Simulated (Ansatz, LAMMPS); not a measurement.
## Convergence of a linear-scaling basis for amorphous SiO0.5 (66 atoms)

Wanted: errors and times of a linear-scaling basis for amorphous SiO0.5 (66 atoms). A setting counts as converged where the r.m.s. difference of forces stays under 1 % of the r.m.s. force.

Main program and level: Ansatz 0.2.0; Kohn-Sham DFT, PBE, PAW (set soft_2), plane waves.

## 1. The structure

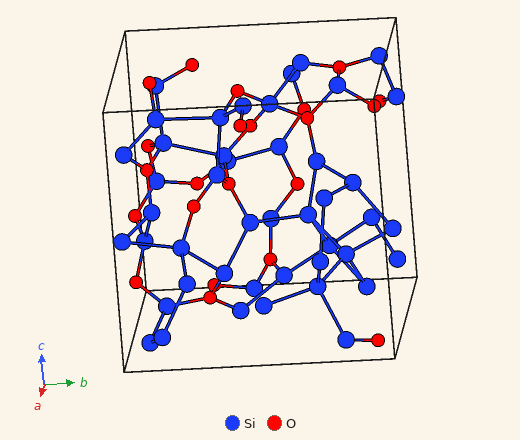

The cell as given, slightly off an axis (silicon blue, oxygen red). Some periodic images of atoms are drawn too.

The cell holds 66 atoms: 44 Si and 22 O. Its edges and angles: a = 10.484 Å, b = 10.484 Å, c = 10.484 Å, α = 90.0°, β = 90.0°, γ = 90.0°. 66 atoms (44 Si, 22 O) placed at random at 2.29 g/cm³, melted at 5000 K for 10 ps at fixed volume with the Tersoff Si-O potential (Munetoh et al., Comput. Mater. Sci. 39, 334 (2007)). Quenched from 5000 K to 300 K at 20 K/ps and fixed volume, annealed at 1600 K for 50 ps, held 5 ps.

Before any run, some limits are plain. The quench rate of 20 K/ps is many orders above laboratory rates, so the cell is likely richer in defects and strain than a real sample. The network of bonds at the start is that of the classical potential that made the cell, and needn't be the one that DFT or experiment would give. The Brillouin zone is sampled at Γ only, in a cell whose shortest periodic width is 10 Å.

## 2. Making the structure

A classical potential supplies the starting structure, since it reaches far longer times than DFT.

This step: classical MD, Tersoff Si-O potential (Munetoh et al., Comput. Mater. Sci. 39, 334 (2007)) (LAMMPS 22 Jul 2025 - Update 4).

in.lmp

```
# melt-quench of Si44O22
units metal
atom_style atomic
boundary p p p
region box block 0 10.4839 0 10.4839 0 10.4839
create_box 2 box
mass 1 28.0850   # Si
mass 2 15.9990   # O
create_atoms 1 random 44 590700 NULL overlap 1.87 maxtry 2000
create_atoms 2 random 22 590707 NULL overlap 1.87 maxtry 2000
pair_style tersoff
pair_coeff * * SiO.tersoff Si O
neigh_modify delay 0 every 1 check yes
thermo_style custom step time temp pe press density
thermo_modify norm yes
timestep 0.001
thermo 100
min_style cg
minimize 1e-4 1e-4 200 2000
reset_timestep 0
velocity all create 5000 590701 mom yes dist gaussian
fix lim all nve/limit 0.05
fix lan all langevin 5000 5000 0.1 590702 zero yes
thermo 500
run 1000 post no
unfix lim
unfix lan
thermo 1666
fix md all nvt temp 5000 5000 0.1
run 10000 post no
unfix md
thermo 23500
fix md all nvt temp 5000 300 0.1
run 235000 post no
# [... 10 lines left out ...]
fix md all nvt temp 1600 300 0.1
run 10000 post no
unfix md
thermo 2500
fix md all nvt temp 300 300 0.1
run 5000 post no
unfix md
write_dump all custom glass.dump id type xs ys zs modify sort id
```

Started as:

```
$ lmp -in in.lmp -log none -nocite
```

Numbers of over 12 decimals in the logs are rounded to 6 here.

The program printed:

```text
LAMMPS (22 Jul 2025 - Update 4)
Created orthogonal box = (0 0 0) to (10.4839 10.4839 10.4839)
Created 44 atoms
Created 22 atoms
   Step          Time           Temp          PotEng         Press         Density
         0   0              0             -2.1163376     -108976.88      2.2879884
        81   0.081          0             -4.7348016      8033.1386      2.2879884
Loop time of 0.0325328 s on 1 core for 81 steps with 66 atoms
Minimization stats:
  Stopping criterion = energy tolerance
  Energy initial, next-to-last, final =
      -2.1163376040378  -4.73433679832511  -4.73480163005071
  Force two-norm initial, final = 76.542421 3.7042325
  Iterations, force evaluations = 81 122
   Step          Time           Temp          PotEng         Press         Density
         0   0              5000          -4.7348016      46973.367      2.2879884
       500   0.5            4939.5524     -4.4580936     -48971.122      2.2879884
      1000   1              4624.4837     -4.5568598     -14327.56       2.2879884
Loop time of 0.287089 s on 1 core for 1000 steps with 66 atoms
   Step          Time           Temp          PotEng         Press         Density
      1000   1              4624.4837     -4.5568598     -14327.56       2.2879884
      1666   1.666          5337.3943     -4.5720917      65934.795      2.2879884
[... 1 lines left out ...]
      4998   4.998          4423.1409     -4.6344151     -19022.053      2.2879884
      6664   6.664          5040.8517     -4.6967906     -32407.55       2.2879884
      8330   8.33           5220.0664     -4.4655383      37578.47       2.2879884
      9996   9.996          4826.3304     -4.5794958      44928.401      2.2879884
[... 1 line left out ...]
Loop time of 1.613 s on 1 core for 10000 steps with 66 atoms
   Step          Time           Temp          PotEng         Press         Density
[... 12 lines left out ...]
Loop time of 35.0068 s on 1 core for 235000 steps with 66 atoms
   Step          Time           Temp          PotEng         Press         Density
[... 4 lines left out ...]
Loop time of 0.535517 s on 1 core for 5000 steps with 66 atoms
   Step          Time           Temp          PotEng         Press         Density
[... 8 lines left out ...]
Loop time of 6.13959 s on 1 core for 50000 steps with 66 atoms
   Step          Time           Temp          PotEng         Press         Density
[... 4 lines left out ...]
Loop time of 1.17924 s on 1 core for 10000 steps with 66 atoms
   Step          Time           Temp          PotEng         Press         Density
    311000   311            277.19689     -5.563105      -17852.45       2.2879884
    312500   312.5          322.40357     -5.5512502     -17758.806      2.2879884
    315000   315            277.55525     -5.5540775     -13765.274      2.2879884
    316000   316            337.74998     -5.5516977     -6784.9111      2.2879884
Loop time of 0.617359 s on 1 core for 5000 steps with 66 atoms
```

Run time: 46 s. Hardware: 1 thread of Intel Xeon at 2.80GHz (Skylake/Cascade Lake), shared host; peak memory 0.32 GiB.

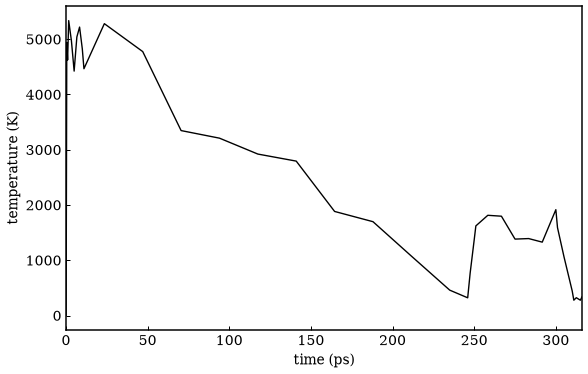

Temperature against time.

## 3. Plane-wave single point

This run is the reference for what follows, at a cutoff of 420 eV.

input.yaml

```yaml
crystal:
  lattice:
    - [10.4839, 0.0, 0.0]
    - [0.0, 10.4839, 0.0]
    - [0.0, 0.0, 10.4839]
  atoms:
    - { symbol: Si, position: [0.58616, 0.01982, 0.70607] }
    - { symbol: Si, position: [0.04599, 0.60436, 0.81972] }
    - { symbol: Si, position: [0.3493, 0.72515, 0.24703] }
    - { symbol: Si, position: [0.81069, 0.51352, 0.17022] }
    - { symbol: Si, position: [0.8183, 0.49803, 0.94256] }
    - { symbol: Si, position: [0.03781, 0.53528, 0.53924] }
    - { symbol: Si, position: [0.07236, 0.94084, 0.09611] }
    - { symbol: Si, position: [0.37522, 0.04898, 0.30702] }
    - { symbol: Si, position: [0.50668, 0.45658, 0.3979] }
    - { symbol: Si, position: [0.64357, 0.36067, 0.25023] }
    - { symbol: Si, position: [0.98836, 0.25699, 0.3232] }
    - { symbol: Si, position: [0.55218, 0.72378, 0.63416] }
    - { symbol: Si, position: [0.64534, 0.39315, 0.84933] }
    - { symbol: Si, position: [0.71305, 0.00154, 0.41208] }
    - { symbol: Si, position: [0.66692, 0.15663, 0.86098] }
    - { symbol: Si, position: [0.24682, 0.66222, 0.92107] }
    - { symbol: Si, position: [0.89795, 0.81559, 0.05077] }
    - { symbol: Si, position: [0.52073, 0.09806, 0.45912] }
    - { symbol: Si, position: [0.37819, 0.13486, 0.90088] }
    - { symbol: Si, position: [0.56505, 0.13057, 0.11119] }
    - { symbol: Si, position: [0.06685, 0.40482, 0.00953] }
    - { symbol: Si, position: [0.47644, 0.8152, 0.89924] }
    - { symbol: Si, position: [0.49553, 0.86494, 0.12713] }
    - { symbol: Si, position: [0.78059, 0.0814, 0.0404] }
    - { symbol: Si, position: [0.77275, 0.22288, 0.39574] }
    - { symbol: Si, position: [0.63844, 0.81361, 0.29939] }
    - { symbol: Si, position: [0.15629, 0.08665, 0.46665] }
    - { symbol: Si, position: [0.50553, 0.67198, 0.41694] }
    - { symbol: Si, position: [0.8284, 0.7196, 0.23955] }
    - { symbol: Si, position: [0.44299, 0.38838, 0.04305] }
    - { symbol: Si, position: [0.99361, 0.75435, 0.38495] }
    - { symbol: Si, position: [0.17109, 0.86872, 0.29127] }
    - { symbol: Si, position: [0.42191, 0.55419, 0.82378] }
    - { symbol: Si, position: [0.1472, 0.35322, 0.52726] }
    - { symbol: Si, position: [0.34831, 0.1436, 0.67089] }
    - { symbol: Si, position: [0.63633, 0.36217, 0.62714] }
    - { symbol: Si, position: [0.02664, 0.4832, 0.2613] }
    - { symbol: Si, position: [0.12485, 0.99115, 0.73578] }
    - { symbol: Si, position: [0.22771, 0.9511, 0.92689] }
    - { symbol: Si, position: [0.28199, 0.54119, 0.11981] }
    - { symbol: Si, position: [0.94793, 0.78278, 0.61416] }
    - { symbol: Si, position: [0.73332, 0.86984, 0.6019] }
    - { symbol: Si, position: [0.98632, 0.14979, 0.12234] }
    - { symbol: Si, position: [0.3534, 0.3631, 0.61141] }
    - { symbol: O, position: [0.03857, 0.25561, 0.02121] }
    - { symbol: O, position: [0.97842, 0.49902, 0.91674] }
    - { symbol: O, position: [0.00696, 0.63555, 0.66664] }
    - { symbol: O, position: [0.12396, 0.47903, 0.13509] }
    - { symbol: O, position: [0.73754, 0.27816, 0.54216] }
    - { symbol: O, position: [0.48287, 0.08973, 0.61196] }
    - { symbol: O, position: [0.47405, 0.01538, 0.1811] }
    - { symbol: O, position: [0.02152, 0.59041, 0.38774] }
    - { symbol: O, position: [0.31187, 0.81021, 0.9165] }
    - { symbol: O, position: [0.00575, 0.9149, 0.68448] }
    - { symbol: O, position: [0.52865, 0.13052, 0.95999] }
    - { symbol: O, position: [0.23067, 0.00529, 0.36035] }
    - { symbol: O, position: [0.209, 0.07178, 0.61986] }
    - { symbol: O, position: [0.1032, 0.22989, 0.43347] }
    - { symbol: O, position: [0.49833, 0.3881, 0.54897] }
    - { symbol: O, position: [0.34296, 0.4688, 0.71918] }
    - { symbol: O, position: [0.3582, 0.27435, 0.96811] }
    - { symbol: O, position: [0.50983, 0.44929, 0.90642] }
    - { symbol: O, position: [0.54984, 0.29136, 0.13155] }
    - { symbol: O, position: [0.48977, 0.69607, 0.7828] }
    - { symbol: O, position: [0.79801, 0.92248, 0.01194] }
    - { symbol: O, position: [0.51282, 0.94812, 0.82309] }
kpoints:
  mp_grid: { grid: [1, 1, 1] }
hamiltonian:
  xc: pbe
scf:
  occupations: { method: gaussian, width: 0.05 }
output:
  forces: true
  stress: true
  populations: true
  dos:
    method: { smearing: { sigma: 0.15 } }
    de: 0.1
    projected: { site_lists: { O: [O], Si: [Si] } }
  eigenvalues: true
  write_density: true
  write_potential: true
  volumetric_format: npy
```

Started as:

```
$ ansatz run input.yaml --threads 4 --pin off --max-ram 8192MiB --backend cpu --events-out ev --progress --plain --runs-dir out
```

The program printed:

```text
Engine: ansatz 0.2.0, aarch64-unknown-linux-gnu
Pseudopotentials: kind: paw
Pseudopotential: Si, paw, valence charge 4, recommended cutoff 420 eV (normal), Si.paw.azcp
Pseudopotential: O, paw, valence charge 6, recommended cutoff 420 eV (normal), O.paw.azcp
Functional definition: PBE
  parameter kappa = 0.804
  parameter beta = 0.066725
  exchange = pbe_x(kappa = kappa, mu = beta*pi^2/3)
  correlation = pbe_c(beta = beta)
Crystal: 66 atoms, lattice volume = 1152.308 Å³
Basis set: ecut = 420 eV, 22575 PW (Γ), exchange–correlation on 144×144×144 points (8 copies of the dense FFT grid, shifted against one another)
Bands: 220, of which v1, the nominal top of the filled ones, is band 154 counted from 1 (153 counted from 0)
Symmetry: 1 space group operations
Space group: P1 (ITA 1), of the structure as read, at distance tolerance 1.0e-4 Å
k-points: 1
Non-local potential: Si, projectors of the file, l = 0: 2, l = 1: 2, l = 2: 2
Non-local potential: O, projectors of the file, l = 0: 2, l = 1: 2, l = 2: 1
PAW form: soft (Blöchl's): semilocal exchange-correlation on the pseudo side does not see the compensation charge
PAW one-centre angular grid: Si, 110 points (default); XC on 64 Gauss nodes
PAW one-centre angular grid: O, 110 points (default); XC on 64 Gauss nodes
Initial density: superposition of atomic densities (neutral atoms: chi_scale 0, normalization atom), corrected by the library's trained network
Initial wavefunctions: pseudopotential atomic-orbital guess
Functional: x = pbe(κ = 0.804, μ = 0.219515), c = pbe(β = 0.066725)
SCF iter   1: F=—  HF=-40431.206114 eV  |F-HF|=—  |Δ(HF+E_count)|=         —  Δρ=9.01e-3  dr2=2.80e0  ethr=1.77e-3  ⟨swp⟩=8.0  Hψ=1146  notcnv=0  defer=32
preconditioner: auto → LDOS  [metal: Δε(μ)=0.033 eV  Ē_g=9.488 eV  σ=0.050 eV  W_gap=0.36  n_scr=202 (ndim 8)  ℏωp=17.8 eV  f_vac=0.051  D(μ)=41.23/eV (n_scr^D=340)  β→1.0]
SCF iter   2: F=—  HF=-40430.894215 eV  |F-HF|=—  |Δ(HF+E_count)|=   3.12e-1  Δρ=4.35e-3  dr2=4.28e-1  ethr=9.09e-4  ⟨swp⟩=3.0  Hψ=395  notcnv=0  defer=55
SCF iter   3: F=—  HF=-40430.857769 eV  |F-HF|=—  |Δ(HF+E_count)|=   3.64e-2  Δρ=2.06e-3  dr2=1.89e-1  ethr=1.39e-4  ⟨swp⟩=2.0  Hψ=303  notcnv=0  defer=55
SCF iter   4: F=—  HF=-40430.837035 eV  |F-HF|=—  |Δ(HF+E_count)|=   2.07e-2  Δρ=9.77e-4  dr2=3.58e-2  ethr=6.14e-5  ⟨swp⟩=2.0  Hψ=181  notcnv=0  defer=55
SCF iter   5: F=—  HF=-40430.832274 eV  |F-HF|=—  |Δ(HF+E_count)|=   4.76e-3  Δρ=3.82e-4  dr2=5.72e-3  ethr=1.16e-5  ⟨swp⟩=2.0  Hψ=193  notcnv=0  defer=55
SCF iter   6: F=—  HF=-40430.831832 eV  |F-HF|=—  |Δ(HF+E_count)|=   4.42e-4  Δρ=1.86e-4  dr2=1.47e-3  ethr=1.86e-6  ⟨swp⟩=3.0  Hψ=315  notcnv=0  defer=55
SCF iter   7: F=—  HF=-40430.831721 eV  |F-HF|=—  |Δ(HF+E_count)|=   1.10e-4  Δρ=9.80e-5  dr2=4.37e-4  ethr=4.76e-7  ⟨swp⟩=2.0  Hψ=181  notcnv=0  defer=55
SCF iter   8: F=—  HF=-40430.831682 eV  |F-HF|=—  |Δ(HF+E_count)|=   3.92e-5  Δρ=4.34e-5  dr2=7.22e-5  ethr=1.42e-7  ⟨swp⟩=2.0  Hψ=182  notcnv=0  defer=55
SCF iter   9: F=—  HF=-40430.833205 eV  |F-HF|=—  |Δ(HF+E_count)|=   1.52e-3  Δρ=2.01e-5  dr2=1.51e-5  ethr=2.35e-8  ⟨swp⟩=2.0  Hψ=352  notcnv=0  defer=55
SCF iter  10: F=—  HF=-40430.833205 eV  |F-HF|=—  |Δ(HF+E_count)|=   3.97e-7  Δρ=9.07e-6  dr2=2.50e-6  ethr=4.89e-9  ⟨swp⟩=2.0  Hψ=184  notcnv=0  defer=55
SCF iter  11: F=—  HF=-40430.833204 eV  |F-HF|=—  |Δ(HF+E_count)|=   5.00e-8  Δρ=4.69e-6  dr2=6.58e-7  ethr=8.12e-10  ⟨swp⟩=3.0  Hψ=326  notcnv=0  defer=55
SCF iter  12: F=—  HF=-40430.833204 eV  |F-HF|=—  |Δ(HF+E_count)|=   1.14e-8  Δρ=2.25e-6  dr2=1.47e-7  ethr=2.14e-10  ⟨swp⟩=2.0  Hψ=193  notcnv=0  defer=55
SCF iter  13: F=-40430.833204 eV  HF=-40430.833204 eV  |F-HF|=2.20e-8  |Δ(HF+E_count)|=  2.18e-10  Δρ=1.09e-6  dr2=3.50e-8  ethr=3.25e-11  ⟨swp⟩=20.0  Hψ=2026  notcnv=0
SCF 1 converged in 13 iterations: F = -40430.833204 eV  dr2 = 3.50e-8
  greatest PAW one-centre occupation: 0.892 electrons in one spin orbital (limit 2), on the O atom at site 46 (counted from 0), in its partial waves of l = 0
SCF converged after 13 iterations
Free energy (F): -40430.833204 eV
Harris-Foulkes:  -40430.833204 eV  (|F-HF|=2.20e-8)
Internal energy: -40430.779279 eV  (E = F + TS)
E sigma→0 (E₀):  -40430.806242 eV
Entropy (-TS):   -0.053926 eV (-0.817 meV/atom)
Fermi energy:    6.488807 eV
--- Per-component energies (eV) ---
  E_band       = -896.435601
  E_kinetic    = 5789.282295
  E_local      = -17265.464676  (includes V_loc(G=0)·N_el)
  E_nonlocal   = 2178.316780
  E_hartree    = 6731.393061
  E_xc         = -4065.936199
  E_vxc        = -4148.396649  (∫ρ·V_xc dr)
  E_paw        = -26053.000544  (= ΣΔE_a)
  E_vpaw       = -913.015908  (= ΣTr[D̂ρ^β])
  E_aug_tail   = 0.055566  (compensation charges beyond the density's cutoff)
  E_ewald      = -7745.425561
  E_smearing   = -0.053926  (= −TS)
  E_closure    = 0.000000  (closes the sum)
  Σ components = -40430.833204   (vs F -40430.833204, Δ=0.00e0)
--- Forces (eV/Å), atoms counted from 1 ---
  atom   1  Si     4.91627732    -1.81968247     1.44944301
  atom   2  Si     2.75089546     3.21999699     1.79617882
  atom   3  Si     0.24000570     0.40359894     0.38450674
  atom   4  Si    -0.02549646    -1.45711770    -0.51223197
  atom   5  Si    -3.61601735     1.27661279     1.42808094
  atom   6  Si     0.67801150    -3.35960940    -0.08541760
  atom   7  Si     1.44659113     0.44440882     0.32265706
  atom   8  Si     1.74755658     2.46260802     1.32612282
  atom   9  Si    -0.71976746     0.16821418    -2.88758227
  atom  10  Si     1.78817936     1.24957327     2.34576725
  atom  11  Si    -2.65893822     1.09290331    -1.71429380
  atom  12  Si     2.14771906    -0.41840182    -3.60876199
  atom  13  Si     4.58607410    -3.03441867    -1.98211628
  atom  14  Si    -0.01605332    -0.76930333     0.15741509
[...]
atom  65  O     -2.30972702     2.45769122    -0.88699150
  atom  66  O     -1.27383251    -1.93098038    -0.00758608
  max |Σ_I F_I| component: 1.75e-4 eV/Å
--- Stress (GPa, compression-positive) ---
        8.865179      -1.676900      -1.211500
       -1.676903       7.521953      -0.253116
       -1.211500      -0.253116      10.371105
  P = ⅓ Tr σ = 8.9194 GPa (89.194 kbar)
--- Band table (eV) ---
  k-point 0: bands = ["-18.7886", "-18.5611", "-18.3447", "-18.2423", [... 204 levels ...], "10.3592", "10.4289", "10.4605", "10.5695", "10.6490", "10.7193", "10.7500", "10.7643", "10.8405", "10.8656", "10.9111", "11.0147"]
--- Löwdin populations: 66 sites ---
  site symbol       q [e]
     0     Si      3.1180
     1     Si      3.3307
     2     Si      4.0109
[...]
65      O      6.7378
  spilling = 0.015999 (of n_electrons = 308.000000)
```

Wall time 14 s (4 threads of Arm Neoverse V1, shared host); peak memory 1.1 GiB; 50 s of CPU time.

Read from the output:

```yaml
free_energy: -40430.8332 eV
free_energy_per_atom: -612.5884 eV/atom
scf_cycles: 13
pressure: 8.919 GPa
r_m_s_force_component: 1.697 eV/Å
longest_force: 5.845 eV/Å
fermi_energy: 6.489 eV
levels_partly_filled_by_over_2_per_cent: 3
spilling_of_the_projection: 0.016
```

The r.m.s. force component of 1.7 eV/Å sets the scale for the differences below.

## 4. Support functions low

With localised support functions most steps grow linearly with size, though the diagonalisation grows faster unless the density matrix is cut; this run measures error and cost at this size.

This step: Kohn-Sham DFT, PBE, PAW (set soft_2), localised support functions (low) (Ansatz 0.2.0).

input.yaml, the sections that differ from step 3:

```yaml
scf:
  occupations: { method: gaussian, width: 0.05 }
  eigensolver: { kind: { support_functions: { accuracy: low } } }
  max_iter: 150
output:
  forces: true
  eigenvalues: true
# crystal, kpoints, hamiltonian: as in step 3
```

The program printed:

```text
Warning: scf.eigensolver.kind.support_functions: disabling space-group detection — the functions' gradient is summed over unrotated k-points, so no spatial operation reduces the k-mesh or symmetrises the density; time reversal is kept, so that k and −k are solved as one point where they differ and the mesh holds both, and exact exchange and, on two spinor components, a DFT+U term hold to it where the run has them: [...]
settings of this run that can trade accuracy for cost: scf.eigensolver.kind.support_functions; scf.eigensolver.kind.support_functions.accuracy: low [...]
[...]
Crystal: 66 atoms, lattice volume = 1152.308 Å³
Basis set: ecut = 420 eV, 22575 PW (Γ), exchange–correlation on 150×150×150 points (8 copies of the dense FFT grid, shifted against one another)
Bands: 185, of which v1, the nominal top of the filled ones, is band 154 counted from 1 (153 counted from 0)
Symmetry: 1 space group operations
k-points: 1
[...]
SCF iter   1: F=—  HF=-40409.890761 eV  |F-HF|=—  |Δ(HF+E_count)|=         —  Δρ=5.93e-2  dr2=1.58e2  ethr=1.00e-1
[...]
SCF iter  12: F=—  HF=-40430.993532 eV  |F-HF|=—  |Δ(HF+E_count)|=   9.17e-4  Δρ=3.18e-5  dr2=3.09e-5  ethr=4.04e-8  κ⁻¹=1.3e-4(r=7)
SCF iter  13: F=-40430.994215 eV  HF=-40430.994210 eV  |F-HF|=4.54e-6  |Δ(HF+E_count)|=   6.79e-4  Δρ=1.80e-5  dr2=8.97e-6  ethr=1.00e-8
SCF 1 converged in 13 iterations: F = -40431.003827 eV  dr2 = 8.97e-6
[...]
SCF converged after 13 iterations
Stability not checked: this state was not tested for a lower state beside it, because the mixer in use, unlike msr1, does not test its closes by its own steps (another_mixer; see scf.mixing.algorithm and scf.lower_state_search)
Free energy (F): -40431.003827 eV
[...]
Internal energy: -40430.949919 eV  (E = F + TS)
E sigma→0 (E₀):  -40430.976873 eV
Entropy (-TS):   -0.053908 eV (-0.817 meV/atom)
Fermi energy:    6.488804 eV
[...]
Σ components = -40431.003827   (vs F -40431.003827, Δ=0.00e0)
--- Forces (eV/Å), atoms counted from 1 ---
  atom   1  Si     4.91587046    -1.81941438     1.44977694
  atom   2  Si     2.75071095     3.22016859     1.79645641
  atom   3  Si     0.24025508     0.40381269     0.38429568
  atom   4  Si    -0.02569824    -1.45710781    -0.51208739
[...]
atom  66  O     -1.27522260    -1.93285556    -0.00883355
  max |Σ_I F_I| component: 1.76e-3 eV/Å
--- Band table (eV) ---
[...]
```

Elapsed: 84 s, on 4 threads; peak memory 2.8 GiB.

The program notes that the band table was not solved further than the SCF left it and it switched symmetry off.

Keys that differ from the reference: support_functions.accuracy = "low" and scf.max_iter = 150.

Forces differ from the reference by 0.47 meV/Å r.m.s., 0.028 % of their size, well within a tolerance of 1 %; the energy by -2.6 meV/atom. It took 84 s and 13 cycles; the reference's time can't be set against it, since the two runs asked for unlike analyses.

(Part 1 of 2 ends here.)

[Logs are printed without paths, hosts, clocks, repeated set-up lines and the standing remarks that a program may print on its own settings, such as how far it seeks lower states.]

[Hosts, paths, dates, database ids (printed as entryN), source tags and the programs' standing remarks are cut or masked in the printed files.]
